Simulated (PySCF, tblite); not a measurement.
# C₃H₈O₄SSi₂: geometry, infrared bands and NMR shifts

Aim: predict the infrared bands and NMR shifts of C₃H₈O₄SSi₂ (`O=S(=O)(O)[C@@]1([SiH3])C=CO[SiH2]1`).

Programs: tblite 0.8.0 and PySCF 2.14.0, with density-fitted response routines of our own. Each step states its level of theory. These are calculated values for one molecule in the gas phase, unless marked as measured. Atoms are numbered from 0 throughout.

## 1. Starting geometry

18 atoms, charge 0, multiplicity 1; geometry from: force field or distance geometry start.

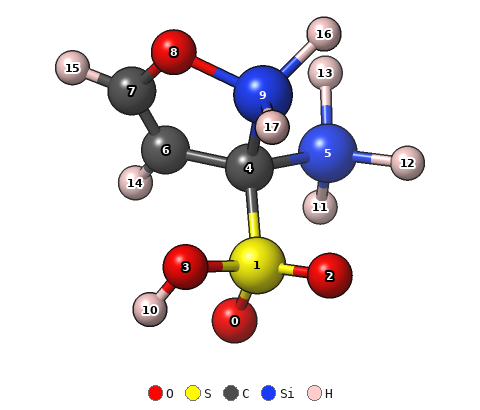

As it starts; oxygen red, sulfur yellow, carbon dark grey, silicon blue, hydrogen pink, atoms numbered.

## 2. Relaxing the molecule with GFN2-xTB

Job settings and geometry (Å):

```
{"job": {"kind": "relax", "xc": "GFN2-xTB", "basis": "xTB"}, "charge": 0, "multiplicity": 1}
O      0.508800     2.578500     0.569700
S      0.477900     1.612000    -0.511200
O      1.525300     1.582900    -1.508000
O     -0.924400     1.880700    -1.260800
C      0.200700    -0.015800     0.181100
Si     1.705800    -0.526700     1.052300
C     -1.125600    -0.072900     0.921400
C     -2.003900    -0.943700     0.418700
O     -1.662200    -1.693500    -0.707800
Si    -0.106200    -1.243300    -1.189400
H     -1.319400     2.693700    -0.887600
H      2.005500     0.371800     2.198300
H      2.909800    -0.585200     0.199100
H      1.555500    -1.875600     1.659900
H     -1.339700     0.548900     1.795200
H     -3.009600    -1.157700     0.789100
H      0.760100    -2.452900    -1.162900
H     -0.167100    -0.694900    -2.568800
```

On the command line:

```
$ OMP_NUM_THREADS=1 python probes_run.py task.json out
```

The driver reads the jobs from task.json and runs them one after another.

**Question.** This job is followed by: GFN2-xTB harmonic vibrations, gas phase; GIAO PBE0/pcSseg-1 NMR shielding, non-relativistic, gas phase. What will the session give for the following? strongest single infrared mode (GFN2-xTB); zero-point energy (GFN2-xTB); 13C shifts against TMS (PBE0/pcSseg-1); 1H shifts against TMS (PBE0/pcSseg-1, means over atoms taken as alike); 17O shifts against H2O (PBE0/pcSseg-1); 33S shifts against CS2 (PBE0/pcSseg-1); 29Si shifts against TMS (PBE0/pcSseg-1).

As calculated:

```
                                                              quantity                                   value
                             strongest single infrared mode (GFN2-xTB)                   1263 cm⁻¹, 449 km/mol
                                          zero-point energy (GFN2-xTB)                           66.6 kcal/mol
                                13C shifts against TMS (PBE0/pcSseg-1)                  162.0, 107.3, 57.4 ppm
1H shifts against TMS (PBE0/pcSseg-1, means over atoms taken as alike)  6.84, 5.81, 5.42, 5.36, 4.46, 4.41 ppm
                                17O shifts against H2O (PBE0/pcSseg-1)          258.4, 233.8, 201.1, 118.9 ppm
                                33S shifts against CS2 (PBE0/pcSseg-1)                                 339 ppm
                               29Si shifts against TMS (PBE0/pcSseg-1)                          1.1, -66.6 ppm
```

What this shows: The optimisation took 83 steps and gained 0.482 eV; among the close pairs (by a distance rule), C4–Si5 changed most, from 1.813 to 1.894 Å. No mode is imaginary among the 48: a minimum at this level. GFN2-xTB is a fitted tight-binding method: band positions and strengths are rough. Its intensities can rank the bands wrongly. The most deshielded carbon is C7 (alkene carbon bearing oxygen), at 162.0 ppm: an sp2 carbon further deshielded by the attached heteroatom. H15 (hydrogen on an alkene carbon bearing oxygen) lies farthest downfield among hydrogen, at 6.84 ppm; attached to an sp2 carbon and in the plane of the double bond. At PBE0/pcSseg-1: The widest tensor belongs to S1: span 265 ppm, with a paramagnetic part of -887 ppm.
